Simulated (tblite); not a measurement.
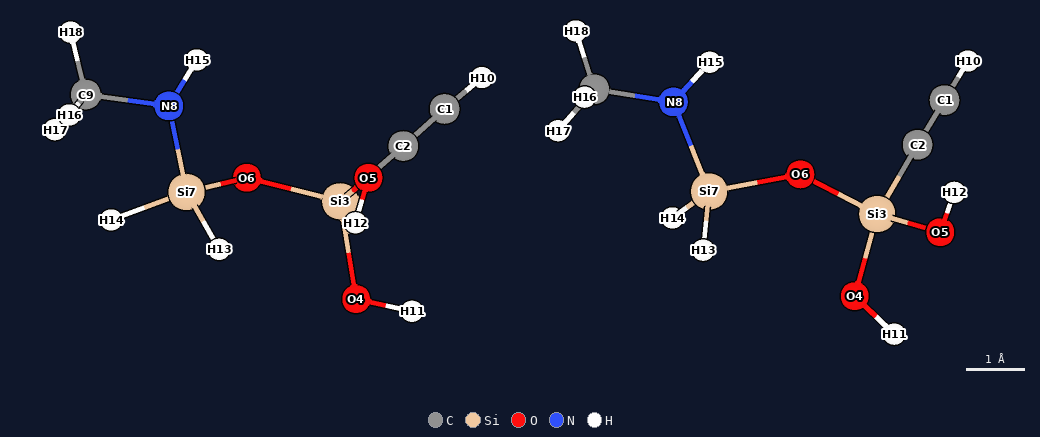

Two geometries of C3H9NO3Si2, drawn at one scale. One is the start of a relaxation, the other its converged end. Style: ball-and-stick. Shown at a tilt.

All numbers below come from GFN2-xTB geometry optimisation, gas phase (tblite). 

### Which one is relaxed?

The right one is the relaxed one. After 168 geometry steps the energy has fallen by 31.8 kcal/mol. The largest move after the best rigid fit is that of H12, 1.47 Å. By element the largest moves are H 1.47 Å, O 1.31 Å, N 0.56 Å, Si 0.45 Å, C 0.39 Å. Among the contacts that change: Si3–O4 1.738 → 1.619 Å, Si3–O5 1.715 → 1.630 Å, Si7–N8 1.788 → 1.711 Å, O6–Si7 1.699 → 1.623 Å. Bond angles that change, for instance: Si3–O6–Si7 114.9° → 141.0°, Si7–N8–C9 108.7° → 122.6°, Si3–O5–H12 106.9° → 119.4°. Groups turn about Si3–O5 by about 135°, O6–Si7 by about 95°, Si3–O6 by about 80°.
